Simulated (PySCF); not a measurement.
# Geometry relaxation, with input and output: CH$_{7}$ClSi$_{2}$

CH$_{7}$ClSi$_{2}$, computed with PBE0-D3(BJ)/def2-SVPD geometry optimisation, gas phase (PySCF 2.14.0).

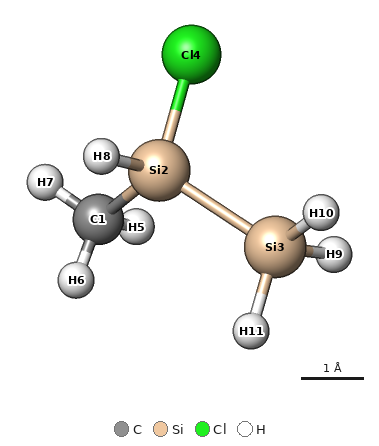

**Figure 1.** The starting structure (ball-and-stick view, seen at a tilt; atoms are numbered from 1 in the order of the input). Bond lengths as drawn: Cl–Si 2.04 Å, C–H 1.09 Å, C–Si 1.90 Å, H–Si 1.46 to 1.47 Å and Si–Si 2.32 Å.

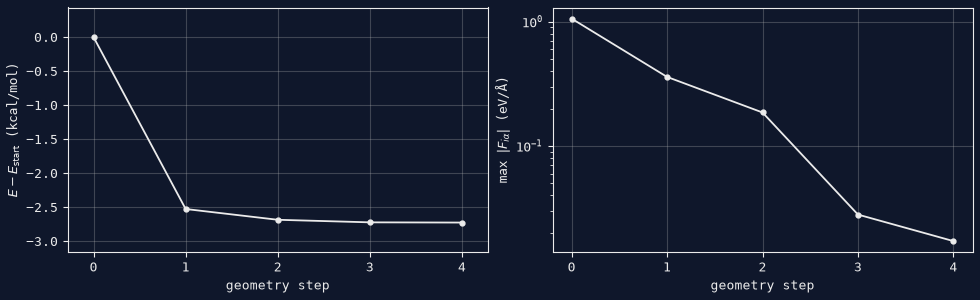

**Figure 2.** Progress of the relaxation, step by step (steps are counted from 0).

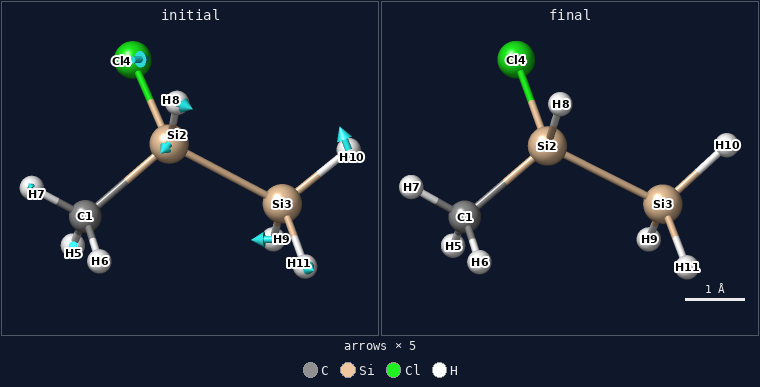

**Figure 3.** Before (left) and after (right) the relaxation, at one scale (ball-and-stick view, seen at a tilt). The teal arrows give the displacements, magnified 5 times. The largest move after the best rigid fit is that of H10, 0.088 Å. By element the largest moves are H 0.088 Å, Cl 0.086 Å, Si 0.049 Å, C 0.013 Å. Among the contacts that change: Si2–Cl4 2.043 → 2.099 Å, C1–Si2 1.904 → 1.871 Å, Si3–H11 1.466 → 1.497 Å, Si3–H10 1.465 → 1.492 Å. Among the angles that change: Si3–Si2–Cl4 110.8° → 107.1°, Si2–Si3–H9 113.0° → 109.5°, Si3–Si2–H8 114.8° → 111.4°. The energy falls by 2.73 kcal/mol in 4 geometry steps. The largest force component goes from 1.1 to 0.017 eV/Å. (Atoms are counted from 1 in the order of the input.)

The input and output of the run follow.

## The input
```
{"job": {"xc": "PBE0", "basis": "def2-SVPD", "d3": "d3bj", "grid": 2, "kind": "geom"}, "charge": 0, "multiplicity": 1}
C     -1.619205     0.332737    -0.536854
Si    -0.304473    -0.610130     0.467499
Si     1.840307     0.136610     0.004439
Cl    -0.758669    -0.335697     2.440499
H     -1.571725     1.401911    -0.344563
H     -1.473464     0.185476    -1.602947
H     -2.626114     0.002970    -0.293109
H     -0.521491    -2.045738     0.237574
H      2.038429     1.550806     0.336420
H      2.875771    -0.613889     0.718512
H      2.120634    -0.005055    -1.427468
```

The first line tells a small driver script what to run in PySCF; the rest is the geometry in Å.

Launched with:
```bash
OMP_NUM_THREADS=1 python <driver script> task.json out
```

## Log
```
step   0  E = -1080.76831098  max force = 0.020540
step   1  E = -1080.77233639  max force = 0.006983
step   2  E = -1080.77258869  max force = 0.003616
step   3  E = -1080.77264877  max force = 0.000547
step   4  E = -1080.77265378  max force = 0.000335
optimisation converged
```

## Trajectory as extended XYZ (Å, eV, eV/Å), 5 frames, from step=0 to step=4
```
11
Properties=species:S:1:pos:R:3:forces:R:3 step=0 energy=-29409.20371
C    -1.6192    0.3327   -0.5369    0.6093  -0.2238   0.3797
Si   -0.3045   -0.6101    0.4675   -0.8544   0.4264  -1.0489
Si    1.8403    0.1366    0.0044    0.1005  -0.0568   0.0454
Cl   -0.7587   -0.3357    2.4405   -0.0775   0.1941   1.0562
H    -1.5717    1.4019   -0.3446    0.0759   0.4285   0.1138
H    -1.4735    0.1855   -1.6030    0.1365  -0.1156  -0.5104
H    -2.6261    0.0030   -0.2931   -0.3320  -0.2464   0.2011
H    -0.5215   -2.0457    0.2376    0.1786  -0.4596  -0.1441
H     2.0384    1.5508    0.3364   -0.1286   0.5428   0.1765
H     2.8758   -0.6139    0.7185    0.2972  -0.3817   0.3382
H     2.1206   -0.0051   -1.4275   -0.0056  -0.1079  -0.6075
11
Properties=species:S:1:pos:R:3:forces:R:3 step=1 energy=-29409.31325
C    -1.7632    0.2175   -0.6402   -0.0998  -0.0403  -0.0087
Si   -0.5305   -0.7902    0.3446    0.1078   0.0793   0.3127
Si    1.6896   -0.1295   -0.0524   -0.1118   0.0335  -0.0255
Cl   -0.9177   -0.4967    2.4115    0.0563  -0.0574  -0.3591
H    -1.6772    1.2921   -0.4229    0.0417  -0.0312   0.0354
H    -1.6019    0.0733   -1.7206    0.0234  -0.0274   0.0314
H    -2.7905   -0.0984   -0.4019    0.0279   0.0112  -0.0125
H    -0.6879   -2.2553    0.0972   -0.0780   0.0333   0.0045
H     1.8275    1.3142    0.3104    0.0394  -0.0167  -0.0119
H     2.6705   -0.9453    0.7222   -0.0337   0.0008   0.0113
H     1.9642   -0.2924   -1.5160    0.0269   0.0149   0.0223
11
Properties=species:S:1:pos:R:3:forces:R:3 step=2 energy=-29409.32011
C    -1.7645    0.2127   -0.6373   -0.0630  -0.0044  -0.0179
Si   -0.5275   -0.7877    0.3428    0.0398   0.0217   0.1859
Si    1.6864   -0.1239   -0.0557   -0.0437   0.0149  -0.0269
Cl   -0.9123   -0.4960    2.3975    0.0368  -0.0265  -0.1618
H    -1.6704    1.2855   -0.4175    0.0117   0.0007   0.0040
H    -1.6017    0.0635   -1.7160    0.0094  -0.0029   0.0027
H    -2.7911   -0.1005   -0.3967    0.0090   0.0040  -0.0028
H    -0.7043   -2.2493    0.0958   -0.0217  -0.0021  -0.0034
H     1.8388    1.3170    0.3084    0.0133  -0.0028  -0.0017
H     2.6547   -0.9459    0.7264   -0.0088  -0.0083   0.0164
H     1.9751   -0.2860   -1.5156    0.0173   0.0058   0.0055
11
Properties=species:S:1:pos:R:3:forces:R:3 step=3 energy=-29409.32175
C    -1.7697    0.2111   -0.6362    0.0030  -0.0031   0.0020
Si   -0.5252   -0.7854    0.3422   -0.0281   0.0022   0.0183
Si    1.6856   -0.1212   -0.0589    0.0068  -0.0011  -0.0163
Cl   -0.9005   -0.4958    2.3884    0.0114   0.0005  -0.0013
H    -1.6722    1.2839   -0.4178   -0.0023   0.0043  -0.0065
H    -1.6071    0.0588   -1.7145    0.0011   0.0032  -0.0029
H    -2.7952   -0.1015   -0.3926   -0.0021  -0.0019   0.0027
H    -0.7114   -2.2462    0.0956    0.0081  -0.0023  -0.0070
H     1.8477    1.3179    0.3075   -0.0019   0.0017   0.0021
H     2.6416   -0.9488    0.7334   -0.0027  -0.0029   0.0070
H     1.9895   -0.2832   -1.5153    0.0067  -0.0008   0.0021
11
Properties=species:S:1:pos:R:3:forces:R:3 step=4 energy=-29409.32188
C    -1.7717    0.2113   -0.6360    0.0039  -0.0011   0.0052
Si   -0.5256   -0.7842    0.3418   -0.0172   0.0014  -0.0062
Si    1.6859   -0.1215   -0.0602    0.0056  -0.0016  -0.0069
Cl   -0.8952   -0.4949    2.3881    0.0055   0.0024   0.0105
H    -1.6750    1.2845   -0.4190   -0.0022   0.0009  -0.0038
H    -1.6098    0.0586   -1.7143    0.0001   0.0002  -0.0005
H    -2.7967   -0.1020   -0.3911   -0.0013  -0.0004   0.0005
H    -0.7107   -2.2452    0.0945    0.0051  -0.0005  -0.0044
H     1.8490    1.3173    0.3070   -0.0014   0.0009   0.0004
H     2.6378   -0.9502    0.7363   -0.0019  -0.0007   0.0037
H     1.9951   -0.2844   -1.5153    0.0037  -0.0015   0.0015
```

## Results in brief

```csv
quantity,value
outcome,converged
total energy,−1080.772654 hartree
dipole moment,2.05 D
point group,C1
hardware,"1 CPU thread, shared host"
wall time,44 s
peak memory,0.59 GiB
```
